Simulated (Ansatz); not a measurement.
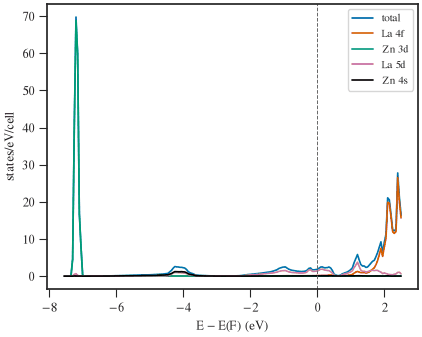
*Total and projected density of states of LaZn (CsCl type, Pm-3m), r²SCAN (plane waves, PAW; program Ansatz)*

### Question
Which orbitals carry the states next to the Fermi level?

### Answer
Within 0.5 eV of the Fermi level: La 5d 70 %, La 4f 8 %, outside the projected shells 15 %. Projections are on Löwdin-orthogonalised atomic valence shells; empty p or d shells of many metals are not among them.

### Question
Where is the tallest occupied peak in this window, and what makes it?

### Answer
Near -7.2 eV, about 70 states/eV per cell; the largest projected share is Zn 3d.

The workflow started from an entry of the Crystallography Open Database (COD). Its standing as an ambient phase is unchecked. Symmetry was held in the r²SCAN relaxation; its stability against distortions is not shown here. Scalar-relativistic: spin–orbit coupling is off unless named, which matters more the heavier the elements.

Potentials: the later of the program's two PAW sets.
